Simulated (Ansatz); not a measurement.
Take YN in the rock salt structure (space group Fm-3m, No. 225; a = 4.9058 Å) as the base.

The change: the cell is scaled by 0.9950 in all directions; the atoms relax in the strained cell.

The values are results of PBE in Ansatz (plane waves to 420 eV, PAW, no spin-orbit coupling), not measurements.

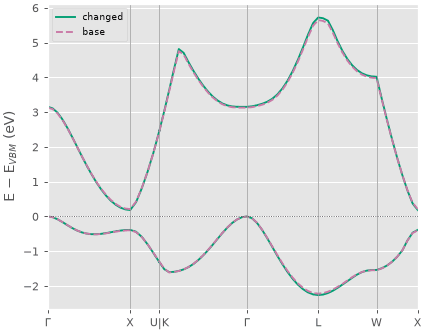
*Highest valence and lowest conduction band along the path, each from its own valence-band maximum*

From the figure, how large is the changed gap, and is it direct?

About 0.2 eV, indirect, Γ → X.

Stability against distortions was not tested.

Ansatz is an electronic-structure program.
